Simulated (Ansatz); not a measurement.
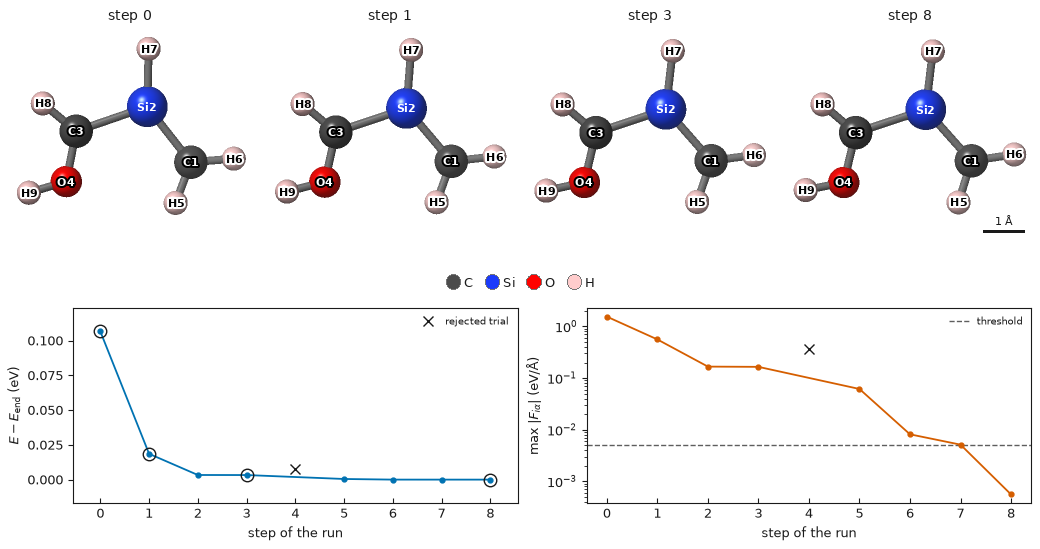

Frames of a relaxation of C₂H₅OSi (charge +1), marked on the history of the run. Style: ball-and-stick. Shown face on.

Method: RKS PBE0-D4/def2-TZVP in Ansatz 0.2.0.

Input file:
```yaml
crystal:
  periodic: [false, false, false]
  atoms:
    - {symbol: C, position_ang: [-0.887830, 1.495800, -0.285460]}
    - {symbol: Si, position_ang: [0.574110, 0.588540, -0.712270]}
    - {symbol: C, position_ang: [0.591060, -1.047310, 0.219690]}
    - {symbol: O, position_ang: [-0.376020, -1.344630, 1.005480]}
    - {symbol: H, position_ang: [-1.613660, 1.095560, 0.412760]}
    - {symbol: H, position_ang: [-1.127200, 2.470460, -0.684370]}
    - {symbol: H, position_ang: [1.756370, 0.699080, -1.539910]}
    - {symbol: H, position_ang: [1.413140, -1.756550, 0.110620]}
    - {symbol: H, position_ang: [-0.329980, -2.200960, 1.473460]}
basis:
  gaussian: {orbitals: def2-TZVP}
total_charge: 1
hamiltonian: {xc: pbe0, dispersion: d4}
relax: {f_tol: 0.005, max_steps: 200}
```

Command:
```bash
ansatz run in.yaml --threads 2 --pin off --events-out ev --progress --plain --max-ram 4352MiB
```

What happens along the run?

Answer. Over 7 accepted moves (8 points after the start) the energy falls by 0.107 eV. Largest force component: 1.5 eV/Å at the start, 0.00056 eV/Å at the end. The line search rejected the trial step at point 4 of the run. The largest move after the best rigid fit is that of H7, 0.12 Å. By element the largest moves are H 0.12 Å, Si 0.08 Å, O 0.07 Å, C 0.04 Å. Near-neighbour distances that change, for instance: C1–Si2 1.773 → 1.723 Å, Si2–C3 1.883 → 1.847 Å, Si2–H7 1.447 → 1.466 Å. Among the angles between lasting bonds that change: C1–Si2–H7 140.6° → 131.4°, C3–Si2–H7 110.0° → 114.8°, C1–Si2–C3 109.4° → 113.8°. The run took 32 s on 2 threads of Arm Neoverse V1, on a shared host. From step 0 to 1: H7 moves most (0.07 Å), energy −0.088 eV. From step 1 to 3: H7 moves most (0.05 Å), energy −0.015 eV. From step 3 to 8: H5 moves most (0.04 Å), energy −0.003 eV.

| step | E − E(0), eV | largest force component, eV/Å | note |
| --- | --- | --- | --- |
| 0 | 0.0000 | 1.5487 |  |
| 1 | -0.0880 | 0.5604 |  |
| 2 | -0.1033 | 0.1669 |  |
| 3 | -0.1033 | 0.1651 |  |
| 4 | -0.0988 | 0.3709 | rejected |
| 5 | -0.1061 | 0.0615 |  |
| 6 | -0.1066 | 0.0082 |  |
| 7 | -0.1066 | 0.0051 |  |
| 8 | -0.1066 | 0.0006 |  |
